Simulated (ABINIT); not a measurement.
**Quasiparticle gap of GaAs (F-43m) in ABINIT**

Aim: the G0W0 gap of GaAs (F-43m) on PBE, step by step.

Program: ABINIT 10.8.3. Level of theory: PBE and many-body steps on it, plane waves. Results are calculated unless marked as measured.

**Experimental background.**

- Gap 1.51 eV: band-edge emission energy from PL (direct gap at Gamma); photoluminescence, 633 nm excitation; 77 K; bulk crystal (MBE GaAs matrix around a thin InAs wetting layer on semi-insulating GaAs (100)) (“Photoluminescence of InAs/GaAs quantum dots under direct two-photon excitation”, 2020, pmc:7331710).

- Gap 1.418 ± 0.005 eV: direct gap E0 at Gamma from PR; modulated photoreflectance, low-field lineshape fit; 300 K; bulk crystal (semi-insulating GaAs(001) reference substrate) (“Evidence of valence band perturbations in GaAsN/GaAs(001): A combined variable-angle spectroscopic ellipsometry and modulated photoreflectance investigation”, 2008, arxiv:0805.2212).

- Gap 1.42 eV: band-edge photoluminescence emission energy of the GaAs substrate; time-integrated photoluminescence; 300 K; bulk crystal ((001) GaAs substrate beneath GaBiAs epilayers) (“Investigation of the anisotropic electron g factor as a probe of the electronic structure of GaBixAs1-x/GaAs epilayers”, 2014, arxiv:1409.8467).

- Gap 1.412 ± 0.01 eV: direct gap E0 at Gamma from ellipsometry; variable-angle spectroscopic ellipsometry, parametric critical-point fit; 300 K; bulk crystal (semi-insulating GaAs(001) reference substrate with native oxide) (“Evidence of valence band perturbations in GaAsN/GaAs(001): A combined variable-angle spectroscopic ellipsometry and modulated photoreflectance investigation”, 2008, arxiv:0805.2212).

### 1. The starting structure

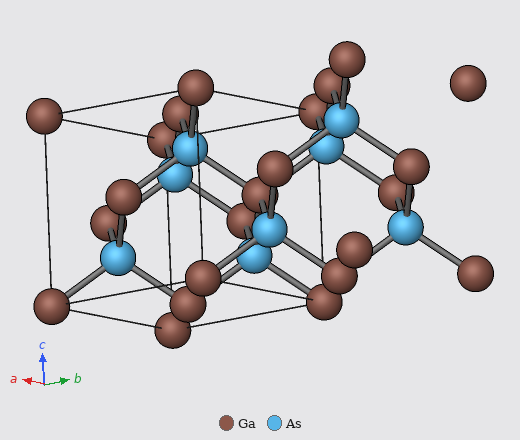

The starting structure, seen from a free direction (gallium brown, arsenic blue). 1×2×1 cells are drawn. This picture shows the conventional cell, with its axes. Bonds to atoms that aren't drawn are left out. Some periodic images of atoms are drawn too.

The cell and positions come from the Crystallography Open Database and are kept as given unless a step says otherwise.

### 2. Ground state

This step: ABINIT 10.8.3; DFT, PBE, plane waves, norm-conserving pseudopotentials.

The ground-state density comes first.

run.abi reads:

```
acell 3*1.0 Angstrom
rprim 
  0.000000000000 2.826850000000 2.826850000000
  2.826850000000 0.000000000000 2.826850000000
  2.826850000000 2.826850000000 0.000000000000
ntypat 2
znucl 31 33
natom 2
typat 1 2
xred 
  0.000000000000 0.000000000000 0.000000000000
  0.250000000000 0.250000000000 0.250000000000
pp_dirpath "pseudos"
pseudos "Ga.upf, As.upf"
ecut 45
ngkpt 6 6 6
nshiftk 1
shiftk 0 0 0
kptopt 1
chksymbreak 0
nband 27
occopt 1
tolvrs 1e-10
nstep 60
prtwf 0
optforces 0
optstress 0
indata_prefix "in"
outdata_prefix "out"
tmpdata_prefix "tmp"
```

Launch:

```sh
$ OMP_NUM_THREADS=1 mpirun -n 4 abinit run.abi > log
```

Numbers of over 12 decimals in the logs are rounded to 6 here.

Output:

```text
.Version 10.8.3 of ABINIT. v10.8.2 released Aug 2026.

 Symmetries : space group F-4 3 m (#216); Bravais cF (face-center cubic)
================================================================================
 Values of the parameters that define the memory need of the present run
     intxc =       0    ionmov =       0      iscf =       7    lmnmax =       6
     lnmax =       6     mgfft =      48  mpssoang =       3    mqgrid =    3001
     natom =       2  nloc_mem =       1    nspden =       1   nspinor =       1
    nsppol =       1      nsym =      24    n1xccc =    2501    ntypat =       2
    occopt =       1   xclevel =       2
-    mband =          27        mffmem =           1         mkmem =           4
       mpw =        4428          nfft =      110592          nkpt =          16
================================================================================
  Rough estimation (10% accuracy) of disk space for files :
================================================================================

--------------------------------------------------------------------------------
------------- Echo of variables that govern the present computation ------------
--------------------------------------------------------------------------------
 -outvars: echo values of preprocessed input variables --------
            acell      1.8897261259E+00  1.8897261259E+00  1.8897261259E+00 Bohr

      chksymbreak           0
             ecut      4.50000000E+01 Hartree
-          fftalg         312

              ixc     -101130
              kpt      0.00000000E+00  0.00000000E+00  0.00000000E+00
                       1.66666667E-01  0.00000000E+00  0.00000000E+00
                       3.33333333E-01  0.00000000E+00  0.00000000E+00
                       5.00000000E-01  0.00000000E+00  0.00000000E+00
                       1.66666667E-01  1.66666667E-01  0.00000000E+00
                       3.33333333E-01  1.66666667E-01  0.00000000E+00
                       5.00000000E-01  1.66666667E-01  0.00000000E+00
                      -3.33333333E-01  1.66666667E-01  0.00000000E+00
                      -1.66666667E-01  1.66666667E-01  0.00000000E+00
   [... 5 further rows ...]
                      -3.33333333E-01  3.33333333E-01  1.66666667E-01
                      -3.33333333E-01  5.00000000E-01  1.66666667E-01
         kptrlatt        6    0    0      0    6    0      0    0    6
          kptrlen      4.53281381E+01
P           mkmem           4
            natom           2
            nband          27
            ngfft          48      48      48
             nkpt          16
            nstep          60
             nsym          24
           ntypat           2
              occ      2.000000  2.000000  2.000000  2.000000  2.000000  2.000000
                       2.000000  2.000000  2.000000  2.000000  2.000000  2.000000
                       2.000000  2.000000  2.000000  2.000000  2.000000  2.000000
                       2.000000  2.000000  2.000000  2.000000  0.000000  0.000000
[...]
optforces           0
        optstress           0
            prtwf           0
            rprim      0.0000000000E+00  2.8268500000E+00  2.8268500000E+00
[...]
spgroup         216

           tolvrs      1.00000000E-10

             xred      0.0000000000E+00  0.0000000000E+00  0.0000000000E+00
[...]
znucl       31.00000   33.00000

================================================================================

 chkinp: Checking input parameters for consistency.

================================================================================
== DATASET  1 ==================================================================
-   mpi_nproc: 4, omp_nthreads: 1 (-1 if OMP is not activated)

--- !DatasetInfo
iteration_state: {dtset: 1, }
dimensions: {natom: 2, nkpt: 16, mband: 27, nsppol: 1, nspinor: 1, nspden: 1, mpw: 4428, }
cutoff_energies: {ecut:  45.0, pawecutdg:  -1.0, }
electrons: {nelect:   4.40000000E+01, charge:   0.00000000E+00, occopt:   1.00000000E+00, tsmear:   1.00000000E-02, }

 Real(R)+Recip(G) space primitive vectors, cartesian coordinates (Bohr,Bohr^-1):
 R(1)=  0.0000000  5.3419723  5.3419723  G(1)= -0.0935984  0.0935984  0.0935984
 R(2)=  5.3419723  0.0000000  5.3419723  G(2)=  0.0935984 -0.0935984  0.0935984
 R(3)=  5.3419723  5.3419723  0.0000000  G(3)=  0.0935984  0.0935984 -0.0935984
 Unit cell volume ucvol=  3.0488418E+02 bohr^3
 Angles (23,13,12)=  6.00000000E+01  6.00000000E+01  6.00000000E+01 degrees

 getcut: wavevector=  0.0000  0.0000  0.0000  ngfft=  48  48  48
         ecut(hartree)=     45.000   => boxcut(ratio)=   2.10404

--- Pseudopotential description ------------------------------------------------
- Ga Generated using ONCVPSP code by D. R. Hamann
- 31.00000  21.00000  171031                  znucl, zion, pspdat
12 -101130 2 -1 1902                          pspcod,pspxc,lmax,lloc,mmax
     nproj     2     2     2
  pspatm : epsatm=   21.85474337
         --- l  ekb(1:nproj) -->
[...]
pspatm: atomic psp has been read  and splines computed

- As Generated using ONCVPSP code by D. R. Hamann
- 33.00000  23.00000  171031                  znucl, zion, pspdat
12 -101130 2 -1 1358                          pspcod,pspxc,lmax,lloc,mmax
     nproj     2     2     2
  pspatm : epsatm=   24.77333152
         --- l  ekb(1:nproj) -->
[...]
pspatm: atomic psp has been read  and splines computed

   2.05163530E+03                                ecore*ucvol(ha*bohr**3)
--------------------------------------------------------------------------------

_setup2: Arith. and geom. avg. npw (full set) are    4396.153    4396.130

================================================================================

--- !BeginCycle
iteration_state: {dtset: 1, }
solver: {iscf: 7, nstep: 60, nline: 4, wfoptalg: 0, }
tolerances: {tolvrs: 1.00E-10, }

     iter   Etot(hartree)      deltaE(h)  residm     vres2
 ETOT  1  -551.03046146651    -5.510E+02 9.109E-01 1.435E+03
 ETOT  2  -553.19824534608    -2.168E+00 2.477E-02 2.566E+03
 ETOT  3  -553.54765832786    -3.494E-01 3.271E-02 3.191E+02
 ETOT  4  -553.56859560667    -2.094E-02 4.856E-03 1.481E+02
 ETOT  5  -553.58703702391    -1.844E-02 5.683E-04 1.915E+00
 ETOT  6  -553.58715212543    -1.151E-04 3.854E-05 6.968E-01
 ETOT  7  -553.58724571705    -9.359E-05 3.828E-06 9.701E-03
 ETOT  8  -553.58724688351    -1.166E-06 1.260E-06 5.277E-04
 ETOT  9  -553.58724687676     6.753E-09 8.972E-07 5.197E-04
 ETOT 10  -553.58724695068    -7.392E-08 3.128E-07 1.448E-07
 ETOT 11  -553.58724695072    -4.195E-11 3.029E-07 5.961E-09
 ETOT 12  -553.58724695070     1.910E-11 1.090E-07 4.989E-10
 ETOT 13  -553.58724695071    -9.663E-12 1.174E-07 1.973E-11

 At SCF step   13       vres2   =  1.97E-11 < tolvrs=  1.00E-10 =>converged.

--- !ResultsGS
iteration_state: {dtset: 1, }
comment   : Summary of ground state results
lattice_vectors:
- [  0.0000000,   5.3419723,   5.3419723, ]
- [  5.3419723,   0.0000000,   5.3419723, ]
- [  5.3419723,   5.3419723,   0.0000000, ]
lattice_lengths: [   7.55469,    7.55469,    7.55469, ]
lattice_angles: [ 60.000,  60.000,  60.000, ] # degrees, (23, 13, 12)
lattice_volume:   3.0488418E+02
convergence: {deltae: -9.663E-12, res2:  1.973E-11, residm:  1.174E-07, diffor:  0.000E+00, }
etotal    :  -5.53587247E+02
entropy   :   0.00000000E+00
fermie    :   2.08235878E-01
cartesian_stress_tensor: null
pressure_GPa: null
xred      :
- [  0.0000E+00,   0.0000E+00,   0.0000E+00, Ga]
- [  2.5000E-01,   2.5000E-01,   2.5000E-01, As]
cartesian_forces: null
force_length_stats: {min: null, max: null, mean: null, }

 Integrated electronic density in atomic spheres:
 ------------------------------------------------
 Atom  Sphere_radius  Integrated_density
    1        2.00000         18.80846266
    2        2.00000         20.37373321
================================================================================

 ----iterations are completed or convergence reached----

 Mean square residual over all n,k,spin=   27.173E-11; max=  11.737E-08
 reduced coordinates (array xred) for    2 atoms
       0.000000000000      0.000000000000      0.000000000000
       0.250000000000      0.250000000000      0.250000000000
 rms dE/dt=  0.0000E+00; max dE/dt=  0.0000E+00; dE/dt below (all hartree)
    1       0.000000000000      0.000000000000      0.000000000000
    2       0.000000000000      0.000000000000      0.000000000000

 cartesian coordinates (angstrom) at end:
    1      0.000000     0.000000     0.000000
    2      1.413425     1.413425     1.413425
 length scales=  1.889726125908  1.889726125908  1.889726125908 bohr
              =  1.000000000000  1.000000000000  1.000000000000 angstroms
 prteigrs : about to open file out_EIG
 Fermi (or HOMO) energy (hartree) =   0.20824   Average Vxc (hartree)=  -0.36654
 Eigenvalues (hartree) for nkpt=  16  k points:
 kpt#   1, nband= 27, wtk=  0.00463, kpt=  0.0000  0.0000  0.0000 (reduced coord)
  -6.58411   -5.07879   -4.50242   -4.50242   -4.50242   -3.26559   -3.26559   -3.26559
  -1.08415   -1.08415   -1.08415   -1.08382   -1.08382   -0.33685   -0.33685   -0.33685
  -0.33402   -0.33402   -0.25960    0.20824    0.20824    0.20824    0.22690    0.34556
   0.34556    0.34556    0.48736
 prteigrs : prtvol=0 or 1, do not print more k-points.

--- !EnergyTerms
iteration_state     : {dtset: 1, }
comment             : Components of total free energy in Hartree
kinetic             :  2.56579599922981E+02
hartree             :  2.39359398107684E+02
xc                  : -5.35166848518870E+01
Ewald energy        : -2.44384754666974E+02
psp_core            :  6.72922843284988E+00
local_psp           : -6.21711725125364E+02
non_local_psp       : -1.36642308770002E+02
total_energy        : -5.53587246950713E+02
total_energy_eV     : -1.50638763976251E+04
band_energy         : -8.40153441810219E+01

== END DATASET(S) ==============================================================
================================================================================

 -outvars: echo values of variables after computation  --------
           etotal     -5.5358724695E+02
            nband          27
             nkpt          16
          spgroup         216
 [... the other variables as echoed above ...]

 Calculation completed.
```

Run time: 20 s. Hardware: 4 MPI ranks of Arm Neoverse V2, shared host; peak memory 0.35 GiB.

Numbers from this step:

```yaml
total_energy: -15063.8764 eV
gap: 0.5078 eV
k_of_the_valence_top: 0, 0, 0
k_of_the_conduction_bottom: 0, 0, 0
least_direct_gap: 0.5078 eV
```

The gap is direct, at Γ.

(Continued in part 2 of 3.)

[Paths, hosts, dates, memory and timing lines, banners, echoed tables and standing remarks are left out of the program output.]

[Logs are printed without paths, hosts, clocks, repeated set-up lines and the standing remarks that a program may print on its own settings, such as how far it seeks lower states.]

[Runs of the session that timed out or met a known fault of the program may be left out.]

[Hosts, paths, dates, database ids (printed as entryN), source tags and the programs' standing remarks are cut or masked in the printed files.]

[G0W0 gaps are taken among the corrected bands and points alone; a level outside them can change the order at an edge.]

[Where Ansatz stands beside ABINIT at settings called matched, ABINIT's density can come from a denser mesh and the files from another edition; pairs whose starting gaps differed by over 0.03 eV were left out, so agreement reads better than it is.]
